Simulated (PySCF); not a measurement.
**singlet SiH2OF+ at 6 levels**

We compute a comparison of 6 runs (SVWN5/STO-3G, wB97X-V/STO-3G, MP2/STO-3G, BCCD(T)/STO-3G, CISD/STO-3G, CCSD(T)/STO-3G) of singlet SiH2OF+. 

Program for the calculation: PySCF 2.14.0.

3 further runs of the same task are left out: 3 set aside as unsound or not needed.

## (1) The molecule

SiH2OF+: 5 atoms, total charge +1, spin state singlet. SMILES of the parent species: `O[SiH]F`. Geometry: relaxed at PBE0-D4/def2-TZVP. This is one conformer, not always the lowest. That shape belongs to the parent species and isn't relaxed for this state.

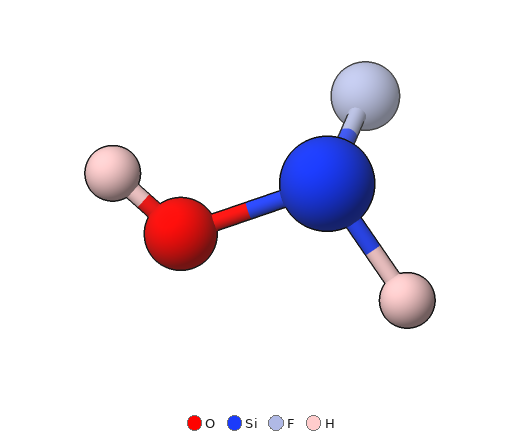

The structure, seen from a chosen angle (oxygen red, silicon blue, fluorine light blue, hydrogen pink).

## (2) A single-point energy at SVWN5/STO-3G (run 1)

The input, run.py:

```python
from pyscf import gto, dft

mol = gto.M(
    atom='''
O       -0.615200      -0.884600      -0.276300
Si       0.283900       0.245700       0.493100
F        0.207000       1.646500      -0.283100
H       -1.564500      -0.765100      -0.338000
H        1.688800      -0.242600       0.404400
''',
    basis='sto-3g',
    charge=1,
    verbose=3,
    max_memory=1860,
    spin=0,
)

mf = dft.RKS(mol)
mf.xc = 'svwn'
mf.conv_tol = 1e-10
mf.grids.level = 5
mf.kernel()
if not mf.converged:
    mf = mf.newton().run(mf.mo_coeff, mf.mo_occ)

e_final = mf.e_tot
print(f'total energy: {e_final:.8f} hartree')
```

The run is started by

```
OMP_NUM_THREADS=1 python run.py
```

The program printed:

```text
converged SCF energy = -457.279468666522
total energy: -457.27946867 hartree
```

Run time: 2.7 s. Hardware: 1 thread of Arm Neoverse V1, shared host; peak memory 0.14 GiB.

## (3) The energy at wB97X-V/STO-3G (run 2)

The input, geometry.xyz:

```xyz
5

O     -0.615200    -0.884600    -0.276300
Si     0.283900     0.245700     0.493100
F      0.207000     1.646500    -0.283100
H     -1.564500    -0.765100    -0.338000
H      1.688800    -0.242600     0.404400
```

The input, input.py:

```python
from pyscf import gto, dft

molecule = gto.Mole()
molecule.atom = 'geometry.xyz'
molecule.basis = 'sto-3g'
molecule.max_memory = 1860
molecule.charge = 1
molecule.verbose = 3
molecule.build()

mf = dft.RKS(molecule, xc='wb97x-v')
mf.nlcgrids.level = 1
mf.grids.level = 5
mf.conv_tol = 1e-10
mf.kernel()
if not mf.converged:
    mf = mf.newton().run(mf.mo_coeff, mf.mo_occ)

e_tot = mf.e_tot
print(f'total energy: {e_tot:.8f} hartree')
```

The run is started by

```
OMP_NUM_THREADS=1 python input.py
```

The program printed:

```text
converged SCF energy = -459.570377166767
total energy: -459.57037717 hartree
```

It took 24 s on 1 thread of Arm Neoverse V1, shared host; peak memory 0.2 GiB.

Runs 3 to 5 aren't shown in full; the table further down has their settings and results.

## (4) A single-point energy at CCSD(T)/STO-3G (run 6)

The input, calc.py:

```python
from pyscf import gto, cc

molecule = gto.M(
    atom='''
O     -1.162560    -1.671652    -0.522131
Si     0.536493     0.464306     0.931824
F      0.391173     3.111434    -0.534981
H     -2.956477    -1.445829    -0.638727
H      3.191369    -0.458448     0.764205
''',
    unit='bohr',
    charge=1,
    max_memory=1860,
    spin=0,
    basis='sto-3g',
    verbose=3,
)

mf = molecule.RHF()
mf.conv_tol = 1e-10
mf.kernel()
if not mf.converged:
    mf = mf.newton().run(mf.mo_coeff, mf.mo_occ)

mycc = cc.CCSD(mf, frozen=7)
mycc.kernel()
e_t = mycc.ccsd_t()
e_final = mycc.e_tot + e_t
print('E = %.10f Eh' % e_final)
```

The run is started by

```
OMP_NUM_THREADS=1 python calc.py
```

The program printed:

```text
converged SCF energy = -458.409396691254
E(CCSD) = -458.5558889932744  E_corr = -0.1464923020200008
CCSD(T) correction = -0.011406618308091
E = -458.5672956116 Eh
```

Run time: 1.2 s. Hardware: 1 thread of Arm Neoverse V1, shared host; peak memory 0.12 GiB.

## (5) Overview of the runs

```csv
run,level,nlc grid,integration grid,energy (Eh),HOMO energy (eV),LUMO energy (eV),HOMO–LUMO gap (eV),wall time
1,SVWN5/STO-3G,–,5,-457.279469,-12.01,-9.30,2.71,2.7 s
2,wB97X-V/STO-3G,1,5,-459.570377,-16.30,-6.23,10.07,24 s
3,MP2/STO-3G,–,–,-458.530578,-18.47,-5.02,13.44,1.1 s
4,BCCD(T)/STO-3G,–,–,-458.566985,–,–,–,1.9 s
5,CISD/STO-3G,–,–,-458.548736,-18.47,-5.02,13.44,1.1 s
6,CCSD(T)/STO-3G,–,–,-458.567296,-18.47,-5.02,13.44,1.2 s
```

## (6) Summary of results

| quantity | value |
| --- | --- |
| run 6: total energy | -458.56730 Eh |
| run 6: HOMO energy (Hartree–Fock orbitals) | -18.47 eV |
| run 6: LUMO energy (Hartree–Fock orbitals) | -5.02 eV |
| run 6: HOMO–LUMO gap (Hartree–Fock orbitals) | 13.44 eV |
| run 6: correlation energy (7 core orbitals frozen) | -157.9 mEh |
| run 6: (T) correction | -11.41 mEh |
| run 6: T1 diagnostic | 0.032 |

Totals of different functionals can't be ranked against each other. In run 6 the T1 diagnostic is large, so a single reference may not serve. In runs 1, 2, 3, 4, 5, 6 the basis is minimal, so the values are rough. All runs together took 32 s, the longest 24 s.
